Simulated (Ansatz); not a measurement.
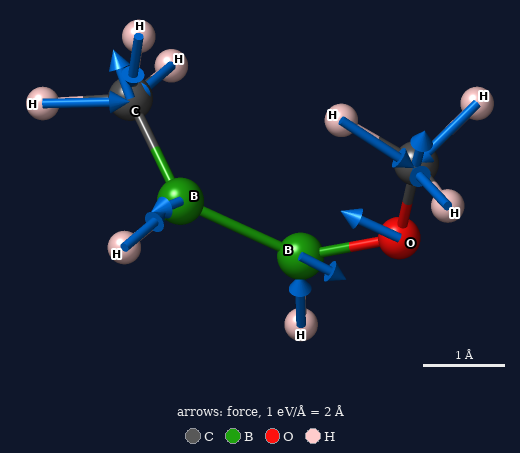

Starting geometry of C2H8B2O with the computed forces as blue arrows. Style: ball-and-stick. Shown at a tilt.

The start comes from PBE-D4/def2-SVP.

Computed with RKS PBE0-D4/def2-TZVP in Ansatz 0.2.0.

The input:
```yaml
crystal:
  periodic: [false, false, false]
  atoms:
    - {symbol: C, position_ang: [-0.823406, -0.756907, 1.743765]}
    - {symbol: B, position_ang: [-0.150415, 0.484571, 1.058515]}
    - {symbol: B, position_ang: [1.229395, 0.453831, 0.079468]}
    - {symbol: O, position_ang: [1.344404, 0.312433, -1.267846]}
    - {symbol: C, position_ang: [0.216164, 0.153691, -2.113507]}
    - {symbol: H, position_ang: [-0.264070, -1.712020, 1.711933]}
    - {symbol: H, position_ang: [-1.753089, -0.907869, 1.136623]}
    - {symbol: H, position_ang: [-1.192371, -0.566063, 2.773256]}
    - {symbol: H, position_ang: [-0.653185, 1.577213, 1.308544]}
    - {symbol: H, position_ang: [2.313735, 0.594477, 0.647374]}
    - {symbol: H, position_ang: [-0.736992, 0.113959, -1.538770]}
    - {symbol: H, position_ang: [0.322840, -0.784496, -2.696966]}
    - {symbol: H, position_ang: [0.167390, 1.002381, -2.827691]}
basis:
  gaussian: {orbitals: def2-TZVP}
hamiltonian: {xc: pbe0, dispersion: d4}
relax: {f_tol: 0.005, max_steps: 150}
```

Run as
```bash
ansatz run in.yaml --threads 4 --pin off --events-out ev --progress --plain --max-ram 10444MiB
```

Is this structure relaxed? If not, where do the atoms go?

It isn't relaxed: the largest force vector, on H atoms, is 0.58 eV/Å. The final displacements have little in common with the starting forces (cosine between the two patterns 0.27). H12 moves most after the best rigid fit: 0.14 Å. By element the largest moves are H 0.14 Å, C 0.05 Å, B 0.03 Å, O 0.02 Å. Near-neighbour distances that change, for instance: B2–H9 1.228 → 1.207 Å, C1–H7 1.121 → 1.102 Å, C5–H11 1.114 → 1.096 Å, C1–H6 1.107 → 1.091 Å. Bond angles that change, for instance: B2–C1–H7 103.0° → 105.1°. The energy falls by 1.13 kcal/mol in 12 accepted moves (14 points after the start). The largest force component goes from 0.51 to 0.0034 eV/Å. The line search rejected the trial steps at points 4, 7 of the run. The run took 44 s on 4 threads of Arm Neoverse V1, on a shared host.
